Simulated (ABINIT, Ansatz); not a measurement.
# CsCaF3 (Pm-3m): one start, several treatments of the self-energy

Wanted: the gap of CsCaF3 (Pm-3m) under several approximations, with cost.

Method: LDA and many-body steps on it, plane waves, in ABINIT 10.8.3.

## (1) The structure

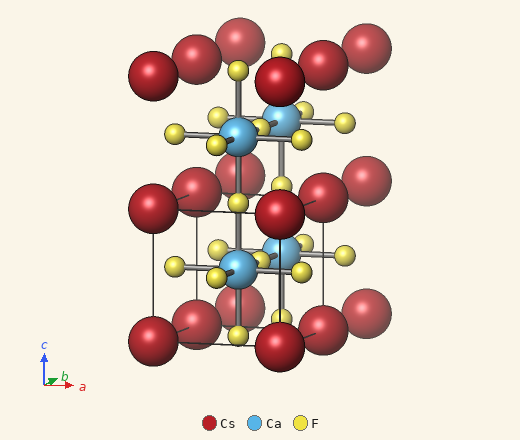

The starting structure, seen slightly off an axis (caesium red, calcium blue, fluorine yellow). 1×2×2 cells are drawn. Some periodic images of atoms are drawn too.

The cell and positions are those that the Materials Project relaxed with its own functionals (PBE, PBE+U or r2SCAN), kept fixed. Spin-orbit coupling is left out unless a step names it.

## (2) Empty states on the mesh, 2×2×2 mesh, 186 bands

This step: ABINIT 10.8.3; DFT, LDA, plane waves, norm-conserving pseudopotentials.

The sums over transitions need many empty states on a uniform mesh; this step solves for them.

The input, run.abi:

```
acell 3*1.0 Angstrom
rprim 
  4.520531030000 0.000000000000 0.000000000000
  0.000000000000 4.520531030000 0.000000000000
  0.000000000000 0.000000000000 4.520531030000
ntypat 3
znucl 55 20 9
natom 5
typat 1 2 3 3 3
xred 
  0.000000000000 0.000000000000 0.000000000000
  0.500000000000 0.500000000000 0.500000000000
  0.000000000000 0.500000000000 0.500000000000
  0.500000000000 0.000000000000 0.500000000000
  0.500000000000 0.500000000000 0.000000000000
pp_dirpath "pseudos"
pseudos "Cs.upf, Ca.upf, F.upf"
ecut 36
ngkpt 2 2 2
nshiftk 1
shiftk 0 0 0
kptopt 1
chksymbreak 0
iscf -2
irdden 1
istwfk *1
nband 186
nbdbuf 16
tolwfr 1e-09
nstep 60
prtvol 0
indata_prefix "in"
outdata_prefix "out"
tmpdata_prefix "tmp"
```

Run with:

```bash
> OMP_NUM_THREADS=1 mpirun -n 4 abinit run.abi > log
```

Numbers of over 12 decimals in the logs are rounded to 6 here.

Log:

```text
.Version 10.8.3 of ABINIT. v10.8.2 released Aug 2026.

 Symmetries : space group Pm -3 m (#221); Bravais cP (primitive cubic)
[... echo of the input left out ...]
== DATASET  1 ==================================================================
-   mpi_nproc: 4, omp_nthreads: 1 (-1 if OMP is not activated)

--- !DatasetInfo
iteration_state: {dtset: 1, }
dimensions: {natom: 5, nkpt: 4, mband: 186, nsppol: 1, nspinor: 1, nspden: 1, mpw: 6488, }
cutoff_energies: {ecut:  36.0, pawecutdg:  -1.0, }
[...]
2.72745    2.72825    2.72825    2.72825    2.73896    2.73896    2.73896    2.77099
   2.77099    2.77099    2.79465    2.79465    2.79466    2.82647    2.82686    2.86392
   2.86508    2.86565
 prteigrs : prtvol=0 or 1, do not print more k-points.

== END DATASET(S) ==============================================================
================================================================================

 -outvars: echo values of variables after computation  --------
            nband         186
             nkpt           4
          spgroup         221
 [... the other variables as echoed above ...]

 Calculation completed.
```

The job ended after 57 s (4 MPI ranks of Arm Neoverse V1, shared host; peak memory 0.43 GiB).

This step gave:

```
gap                                                           : 6.840 eV
k of the valence top                                          : 0.5, 0.5, 0.5
k of the conduction bottom                                    : 0, 0, 0
least direct gap                                              : 6.864 eV
k points computed                                             : 4
lowest point of the top converged band, above the valence top : 74.0585 eV
```

On this mesh the gap is 6.840 eV.

The density comes from a self-consistent run that is not shown.

## (3) Screening, 2×2×2 mesh, 81 bands, screening to 114.3 eV

The RPA dielectric matrix is built and inverted for each q.

This step: RPA screening on LDA, plane waves, norm-conserving pseudopotentials.

Edit run.abi of step 2 so:

```diff
@@ -23,10 +23,11 @@
 chksymbreak 0
-iscf -2
-irdden 1
 istwfk *1
-nband 186
-nbdbuf 16
-tolwfr 1e-09
-nstep 60
-prtvol 0
+occopt 1
+irdwfk 1
+optdriver 3
+nband 81
+ecuteps 4.2
+inclvkb 2
+awtr 1
+symchi 1
 indata_prefix "in"
```

Log:

```text
.Version 10.8.3 of ABINIT. v10.8.2 released Aug 2026.

 Symmetries : space group Pm -3 m (#221); Bravais cP (primitive cubic)
[... echo of the input left out ...]
== DATASET  1 ==================================================================
-   mpi_nproc: 4, omp_nthreads: 1 (-1 if OMP is not activated)

--- !DatasetInfo
iteration_state: {dtset: 1, }
dimensions: {natom: 5, nkpt: 4, mband: 81, nsppol: 1, nspinor: 1, nspden: 1, mpw: 6488, }
cutoff_energies: {ecut:  36.0, pawecutdg:  -1.0, }
electrons: {nelect:   4.00000000E+01, charge:   0.00000000E+00, occopt:   1.00000000E+00, tsmear:   1.00000000E-02, }

 SCREENING: Calculation of the susceptibility and dielectric matrices

 Based on a program developped by R.W. Godby, V. Olevano, G. Onida, and L. Reining.
 Incorporated in ABINIT by V. Olevano, G.-M. Rignanese, and M. Torrent.
.Using double precision arithmetic ; gwpc =  8

[... cell and pseudopotentials left out ...]
--------------------------------------------------------------------------------

 ==== K-mesh for the wavefunctions ====
 Number of points in the irreducible wedge :     4
[... list of points left out ...]
 Together with 48 symmetry operations and time-reversal symmetry
 yields     8 points in the full Brillouin Zone.

 ==== Q-mesh for the screening function ====
 Number of points in the irreducible wedge :     4
[... list of points left out ...]
 Together with 48 symmetry operations and time-reversal symmetry
 yields     8 points in the full Brillouin Zone.

 setmesh: FFT mesh size selected  =    32x   32x   32
          total number of points  =        32768

 vcoul_init : cutoff-mode = AUXILIARY_FUNCTION
 q-points for optical limit:   1
     1)      0.000010    0.000020    0.000030

- screening: taking advantage of time-reversal symmetry
- Maximum band index for partially occupied states nbvw = 20
- Remaining bands to be divided among processors   nbcw = 61
- Number of bands treated by each node ~15

 Number of electrons calculated from density =   40.0000; Expected =   40.0000
 average of density, n =  0.064165
 r_s =    1.5495
 omega_plasma =   24.4345 [eV]

 calculating chi0 at frequencies [eV] :
  1    0.000000E+00    0.000000E+00
  2    0.000000E+00    2.443448E+01

--------------------------------------------------------------------------------
  q-point number  1        q = ( 0.000000, 0.000000, 0.000000) [r.l.u.]
--------------------------------------------------------------------------------
[... chi0 elements left out ...]
 For q-point:  0.000010 0.000020 0.000030
  dielectric constant =   2.3854
  dielectric constant without local fields =   2.6395

  Average fulfillment of the sum rule on Im[epsilon] for q-point    1 :     41.24  [%]
[... wings left out ...]
  q-point number  2        q = ( 0.500000, 0.000000, 0.000000) [r.l.u.]
--------------------------------------------------------------------------------
[... chi0 elements left out ...]
  Average fulfillment of the sum rule on Im[epsilon] for q-point    2 :     49.79  [%]

 [... 2 further q-points ...]
```

It took 13 s on 4 MPI ranks; peak memory 0.92 GiB.

This step gave:

* ε∞ with local fields, on this mesh, along the program's q direction: 2.385
* the same without local fields: 2.639
* plasma frequency: 24.43 eV
* plane waves in the screening matrix: 251

Local fields lower ε∞ by 10 %. On a Γ-centred mesh this coarse the value itself is usually too large, while a short band sum pulls it down.

## (4) G0W0, Godby-Needs plasmon pole

The self-energy is evaluated for the states that the input lists, and the levels follow from it, in one-shot runs by the linearised quasiparticle equation.

This step: G0W0 on LDA, plane waves, norm-conserving pseudopotentials.

Edit run.abi of step 3 so:

```diff
@@ -26,8 +26,17 @@
 irdwfk 1
-optdriver 3
+optdriver 4
 nband 81
+gwcalctyp 0
+ecutsigx 36
+symsigma 1
+nkptgw 2
+kptgw 
+  0.5000000000 0.5000000000 0.5000000000
+  0.0000000000 0.0000000000 0.0000000000
+bdgw 
+  18 23
+  18 23
 ecuteps 4.2
-inclvkb 2
-awtr 1
-symchi 1
+irdscr 1
+ppmodel 1
 indata_prefix "in"
```

Log:

```text
.Version 10.8.3 of ABINIT. v10.8.2 released Aug 2026.

 Symmetries : space group Pm -3 m (#221); Bravais cP (primitive cubic)
[... echo of the input left out ...]
== DATASET  1 ==================================================================
-   mpi_nproc: 4, omp_nthreads: 1 (-1 if OMP is not activated)

--- !DatasetInfo
iteration_state: {dtset: 1, }
dimensions: {natom: 5, nkpt: 4, mband: 81, nsppol: 1, nspinor: 1, nspden: 1, mpw: 6488, }
cutoff_energies: {ecut:  36.0, pawecutdg:  -1.0, }
electrons: {nelect:   4.00000000E+01, charge:   0.00000000E+00, occopt:   1.00000000E+00, tsmear:   1.00000000E-02, }

 SIGMA: Calculation of the GW corrections

 Based on a program developped by R.W. Godby, V. Olevano, G. Onida, and L. Reining.
 Incorporated in ABINIT by V. Olevano, G.-M. Rignanese, and M. Torrent.
.Using double precision arithmetic ; gwpc =  8

[... cell and pseudopotentials left out ...]
--------------------------------------------------------------------------------

 ==== K-mesh for the wavefunctions ====
 Number of points in the irreducible wedge :     4
[... list of points left out ...]
 Together with 48 symmetry operations and time-reversal symmetry
 yields     8 points in the full Brillouin Zone.

 ==== Q-mesh for screening function ====
 Number of points in the irreducible wedge :     4
[... list of points left out ...]
 Together with 48 symmetry operations and time-reversal symmetry
 yields     8 points in the full Brillouin Zone.

 vcoul_init : cutoff-mode = AUXILIARY_FUNCTION
 q-points for optical limit:   1
     1)      0.000010    0.000020    0.000030
 setmesh: FFT mesh size selected  =    48x   48x   48
          total number of points  =       110592

 Number of electrons calculated from density =   40.0000; Expected =   40.0000
 average of density, n =  0.064165
 r_s =    1.5495
 omega_plasma =   24.4345 [eV]

 === KS Band Gaps ===
  >>>> For spin  1
   Minimum direct gap =   6.8644 [eV], located at k-point      :   0.0000  0.0000  0.0000
   Fundamental gap    =   6.8403 [eV], Top of valence bands at :   0.5000  0.5000  0.5000
                                       Bottom of conduction at :   0.0000  0.0000  0.0000
 SIGMA fundamental parameters:
 PLASMON POLE MODEL  1
 number of plane-waves for SigmaX                 6451
 number of plane-waves for SigmaC and W            251
 number of plane-waves for wavefunctions          6451
 number of bands                                    81
 number of independent spin polarizations            1
 number of spinorial components                      1
 number of k-points in IBZ                           4
 number of q-points in IBZ                           4
 number of symmetry operations                      48
 number of k-points in BZ                            8
 number of q-points in BZ                            8
 number of frequencies for dSigma/dE                 9
 frequency step for dSigma/dE [eV]                0.25
 number of omega for Sigma on real axis              0
 max omega for Sigma on real axis  [eV]           0.00
 zcut for avoiding poles [eV]                     0.10

 EPSILON^-1 parameters (SCR file):
 dimension of the eps^-1 matrix on file            251
 dimension of the eps^-1 matrix used               251
 number of plane-waves for wavefunctions          6451
 number of bands                                    81
 number of q-points in IBZ                           4
 number of frequencies                               2
 number of real frequencies                          1
 number of imag frequencies                          1

 matrix elements of self-energy operator (all in [eV])

 Perturbative Calculation

--- !SelfEnergy_ee
iteration_state: {dtset: 1, }
kpoint     : [   0.500,    0.500,    0.500, ]
spin       : 1
KS_gap     :    8.824
QP_gap     :   12.475
Delta_QP_KS:    3.651
data: !SigmaeeData |
     Band     E0 <VxcDFT>   SigX SigC(E0)      Z dSigC/dE  Sig(E)    E-E0       E
       18   0.152 -21.956 -29.477   5.424   0.794  -0.259 -23.621  -1.665  -1.513
       19   0.152 -21.956 -29.477   5.424   0.794  -0.259 -23.621  -1.665  -1.513
       20   0.152 -21.956 -29.477   5.424   0.794  -0.259 -23.621  -1.665  -1.513
       21   8.976  -9.539  -4.486  -2.796   0.879  -0.137  -7.553   1.986  10.962
       22   8.976  -9.539  -4.486  -2.796   0.879  -0.137  -7.553   1.986  10.962
       23   8.976  -9.539  -4.486  -2.796   0.879  -0.137  -7.553   1.986  10.962

--- !SelfEnergy_ee
iteration_state: {dtset: 1, }
kpoint     : [   0.000,    0.000,    0.000, ]
spin       : 1
KS_gap     :    6.864
QP_gap     :   10.389
Delta_QP_KS:    3.524
data: !SigmaeeData |
     Band     E0 <VxcDFT>   SigX SigC(E0)      Z dSigC/dE  Sig(E)    E-E0       E
[...]
21   6.993  -9.484  -4.516  -2.852   0.883  -0.132  -7.615   1.870   8.862
       22   8.181  -8.906  -3.995  -2.751   0.883  -0.133  -6.999   1.907  10.088
       23   8.181  -8.906  -3.995  -2.751   0.883  -0.133  -6.999   1.907  10.088

== END DATASET(S) ==============================================================
================================================================================

 -outvars: echo values of variables after computation  --------
           etotal      0.0000000000E+00
            nband          81
             nkpt           4
          spgroup         221
 [... the other variables as echoed above ...]

 Calculation completed.
```

Run time: 7.5 s. Hardware: 4 MPI ranks; peak memory 0.78 GiB.

This step gave:

| Quantity | Value |
| --- | --- |
| G0W0 gap on the points computed | 10.38 eV |
| starting gap on the mesh | 6.840 eV |
| k of the valence top | 0.5, 0.5, 0.5 |
| k of the conduction bottom | 0, 0, 0 |
| Z at the valence top | 0.794 |
| Z at the conduction bottom | 0.883 |
| least direct G0W0 gap on the computed points | 10.39 eV |

The gap on the mesh goes from 6.84 eV to 10.38 eV, a correction of +3.53 eV.

## (5) G0W0, Engel-Farid plasmon pole

Edit run.abi of step 4 so:

```diff
@@ -40,3 +40,3 @@
 irdscr 1
-ppmodel 1
+ppmodel 4
 indata_prefix "in"
```

Log:

```text
.Version 10.8.3 of ABINIT. v10.8.2 released Aug 2026.

 Symmetries : space group Pm -3 m (#221); Bravais cP (primitive cubic)
[... echo of the input left out ...]
== DATASET  1 ==================================================================
-   mpi_nproc: 4, omp_nthreads: 1 (-1 if OMP is not activated)

--- !DatasetInfo
iteration_state: {dtset: 1, }
dimensions: {natom: 5, nkpt: 4, mband: 81, nsppol: 1, nspinor: 1, nspden: 1, mpw: 6488, }
cutoff_energies: {ecut:  36.0, pawecutdg:  -1.0, }
electrons: {nelect:   4.00000000E+01, charge:   0.00000000E+00, occopt:   1.00000000E+00, tsmear:   1.00000000E-02, }

 SIGMA: Calculation of the GW corrections

 Based on a program developped by R.W. Godby, V. Olevano, G. Onida, and L. Reining.
 Incorporated in ABINIT by V. Olevano, G.-M. Rignanese, and M. Torrent.
.Using double precision arithmetic ; gwpc =  8

[... cell and pseudopotentials left out ...]
--------------------------------------------------------------------------------

 ==== K-mesh for the wavefunctions ====
 Number of points in the irreducible wedge :     4
[... list of points left out ...]
 Together with 48 symmetry operations and time-reversal symmetry
 yields     8 points in the full Brillouin Zone.

 ==== Q-mesh for screening function ====
 Number of points in the irreducible wedge :     4
[... list of points left out ...]
 Together with 48 symmetry operations and time-reversal symmetry
 yields     8 points in the full Brillouin Zone.

 vcoul_init : cutoff-mode = AUXILIARY_FUNCTION
 q-points for optical limit:   1
     1)      0.000010    0.000020    0.000030
 setmesh: FFT mesh size selected  =    48x   48x   48
          total number of points  =       110592

 Number of electrons calculated from density =   40.0000; Expected =   40.0000
[...]
number of omega for Sigma on real axis              0
 max omega for Sigma on real axis  [eV]           0.00
 zcut for avoiding poles [eV]                     0.10

 EPSILON^-1 parameters (SCR file):
 dimension of the eps^-1 matrix on file            251
 dimension of the eps^-1 matrix used               251
 number of plane-waves for wavefunctions          6451
 number of bands                                    81
 number of q-points in IBZ                           4
 number of frequencies                               2
 number of real frequencies                          1
 number of imag frequencies                          1

 matrix elements of self-energy operator (all in [eV])

 Perturbative Calculation

--- !SelfEnergy_ee
iteration_state: {dtset: 1, }
kpoint     : [   0.500,    0.500,    0.500, ]
spin       : 1
KS_gap     :    8.824
QP_gap     :   12.484
Delta_QP_KS:    3.660
data: !SigmaeeData |
     Band     E0 <VxcDFT>   SigX SigC(E0)      Z dSigC/dE  Sig(E)    E-E0       E
       18   0.152 -21.956 -29.477   5.440   0.817  -0.225 -23.655  -1.699  -1.547
       19   0.152 -21.956 -29.477   5.440   0.817  -0.225 -23.655  -1.699  -1.547
       20   0.152 -21.956 -29.477   5.440   0.817  -0.225 -23.655  -1.699  -1.547
[...]
--- !SelfEnergy_ee
iteration_state: {dtset: 1, }
kpoint     : [   0.000,    0.000,    0.000, ]
spin       : 1
KS_gap     :    6.864
QP_gap     :   10.381
Delta_QP_KS:    3.517
data: !SigmaeeData |
     Band     E0 <VxcDFT>   SigX SigC(E0)      Z dSigC/dE  Sig(E)    E-E0       E
[...]
22   8.181  -8.906  -3.995  -2.794   0.891  -0.122  -7.019   1.887  10.068
       23   8.181  -8.906  -3.995  -2.794   0.891  -0.122  -7.019   1.887  10.068

== END DATASET(S) ==============================================================
================================================================================

 -outvars: echo values of variables after computation  --------
           etotal      0.0000000000E+00
            nband          81
             nkpt           4
          spgroup         221
 [... the other variables as echoed above ...]

 Calculation completed.
```

Elapsed: 5.6 s, on 4 MPI ranks; peak memory 0.22 GiB; 22 s of CPU time.

This step gave:

```yaml
g0w0_gap_on_the_points_computed: 10.37 eV
starting_gap_on_the_mesh: 6.840 eV
k_of_the_valence_top: 0.5, 0.5, 0.5
k_of_the_conduction_bottom: 0, 0, 0
z_at_the_valence_top: 0.817
z_at_the_conduction_bottom: 0.894
least_direct_g0w0_gap_on_the_computed_points: 10.38 eV
```

Against G0W0 in ABINIT (2×2×2 mesh, 81 bands, screening to 114.3 eV, Godby-Needs plasmon pole), the gap moves by −0.008 eV.

## (6) G0W0, Hybertsen-Louie plasmon pole

Edit run.abi of step 5 so:

```diff
@@ -40,3 +40,3 @@
 irdscr 1
-ppmodel 4
+ppmodel 2
 indata_prefix "in"
```

Log:

```text
.Version 10.8.3 of ABINIT. v10.8.2 released Aug 2026.

 Symmetries : space group Pm -3 m (#221); Bravais cP (primitive cubic)
[... echo of the input left out ...]
== DATASET  1 ==================================================================
-   mpi_nproc: 4, omp_nthreads: 1 (-1 if OMP is not activated)

--- !DatasetInfo
iteration_state: {dtset: 1, }
dimensions: {natom: 5, nkpt: 4, mband: 81, nsppol: 1, nspinor: 1, nspden: 1, mpw: 6488, }
cutoff_energies: {ecut:  36.0, pawecutdg:  -1.0, }
[...]
Band     E0 <VxcDFT>   SigX SigC(E0)      Z dSigC/dE  Sig(E)    E-E0       E
[...]
22   8.181  -8.906  -3.995  -2.926   0.913  -0.096  -7.094   1.811   9.993
       23   8.181  -8.906  -3.995  -2.926   0.913  -0.096  -7.094   1.811   9.993

== END DATASET(S) ==============================================================
================================================================================

 -outvars: echo values of variables after computation  --------
           etotal      0.0000000000E+00
            nband          81
             nkpt           4
          spgroup         221
 [... the other variables as echoed above ...]

 Calculation completed.
```

Elapsed: 7.4 s, on 4 MPI ranks; peak memory 0.77 GiB; 29 s of CPU time.

This step gave:

```yaml
g0w0_gap_on_the_points_computed: 11.14 eV
starting_gap_on_the_mesh: 6.840 eV
k_of_the_valence_top: 0, 0, 0
k_of_the_conduction_bottom: 0, 0, 0
least_direct_g0w0_gap_on_the_computed_points: 11.14 eV
```

Against G0W0 in ABINIT (2×2×2 mesh, 81 bands, screening to 114.3 eV, Godby-Needs plasmon pole), the gap moves by +0.765 eV.

[end of part 1 of 2]

[Paths, hosts, dates, memory and timing lines, banners, echoed tables and standing remarks are left out of the program output.]

[Logs are printed without paths, hosts, clocks, repeated set-up lines and the standing remarks that a program may print on its own settings, such as how far it seeks lower states.]

[Runs of the session that timed out or met a known fault of the program may be left out.]

[Hosts, paths, dates, database ids (printed as entryN), source tags and the programs' standing remarks are cut or masked in the printed files.]

[G0W0 gaps are taken among the corrected bands and points alone; a level outside them can change the order at an edge.]

[Where Ansatz stands beside ABINIT at settings called matched, ABINIT's density can come from a denser mesh and the files from another edition; pairs whose starting gaps differed by over 0.03 eV were left out, so agreement reads better than it is.]
